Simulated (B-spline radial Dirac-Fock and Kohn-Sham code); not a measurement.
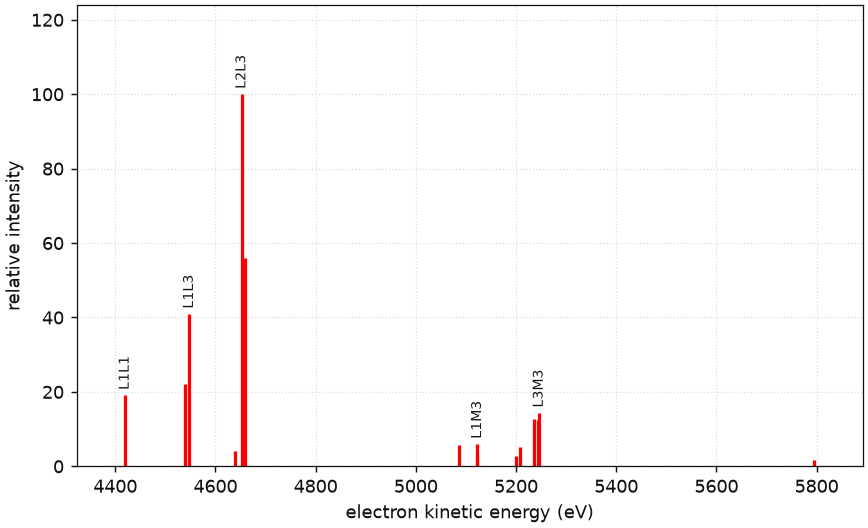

Auger groups that fill a K (1s) hole, as sticks. Kinetic energies count from the vacuum level; very weak lines are left out. It refers to Cr⁵⁺ ([Ar] 3d1). Computed with a radial B-spline solver: independent-particle Coulomb rates on relativistic LDA orbitals, configuration-average energies from Dirac–Fock.

Q: How wide is the K level from this decay?

A: The non-radiative width is 0.748 eV.

Q: Which group is strongest?

A: K-L2L3 at 4.652 keV, 32 % of the non-radiative width.
